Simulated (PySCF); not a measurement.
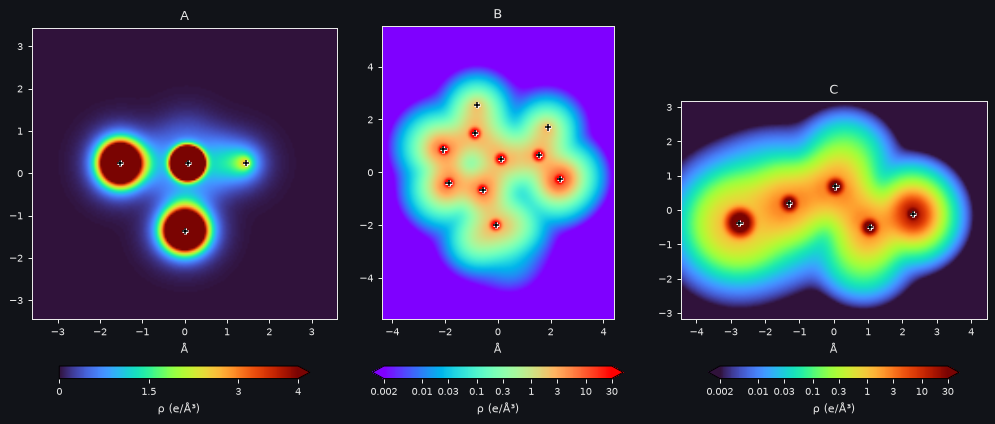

The total electron density of 3 systems, each on a plane through atoms (crosses mark nuclei in the plane).

All numbers below come from PySCF, PBE0/pcSseg-1, SCF density, gas phase, non-relativistic.

System 1: F4HP, the plane of atoms F1, P2 and F3. Geometry: GFN2-xTB.

```xyz
6

F     1.4338    0.4843   -0.2169
P    -0.0666   -0.0226    0.0058
F    -0.5533    1.4174   -0.4928
F     0.3068   -0.2381    1.5456
F     0.2416   -1.1784   -1.0572
H    -1.3592   -0.4606    0.1939
```

System 2: C3F5P, the plane of atoms F4, C2 and C5. Geometry: GFN2-xTB.

```csv
atom,x (Å),y (Å),z (Å)
F,-0.8315,-1.1038,-1.1748
C,-0.9326,-0.3817,-0.0546
F,-0.9009,-1.2375,0.9715
F,-2.1193,0.2118,-0.0560
C,0.2507,0.6250,0.0439
F,0.0758,1.3657,1.1731
F,0.1365,1.4999,-0.9935
C,1.5032,-0.0884,0.0361
P,2.8316,-0.8850,0.0291
```

System 3: C5H7N3O (SMILES CCn1nncc1C=O), the plane of atoms O9, C8 and H16. Geometry: GFN2-xTB.

```xyz
16

C     2.0833    0.1853    0.1418
C     1.0390    0.0000   -0.9551
N    -0.1607   -0.5823   -0.4187
N    -0.3762   -1.8751   -0.4750
N    -1.4919   -2.1542    0.1046
C    -2.0392   -1.0245    0.5576
C    -1.1899    0.0334    0.2344
C    -1.3228    1.4517    0.4742
O    -0.5130    2.2981    0.1819
H     2.2988   -0.7668    0.6213
H     2.9996    0.5773   -0.2892
H     1.7239    0.8897    0.8882
H     0.7904    0.9664   -1.3990
H     1.4053   -0.6851   -1.7225
H    -2.9759   -1.0141    1.0752
H    -2.2782    1.7092    0.9687
```

### Match each panel to its system.

Panel A is system 1, F4HP: the plane holds F, P and H. P–F (1.60 Å): ρ is about 1.3 e/Å³ halfway. Panel B is system 3, C5H7N3O: the plane holds C, N, O and H. C–O (1.21 Å): ρ is about 3.3 e/Å³ halfway. Panel C is system 2, C3F5P: the plane holds C, F and P. C–F (1.33 Å): ρ at the midpoint is about 2.5 e/Å³.
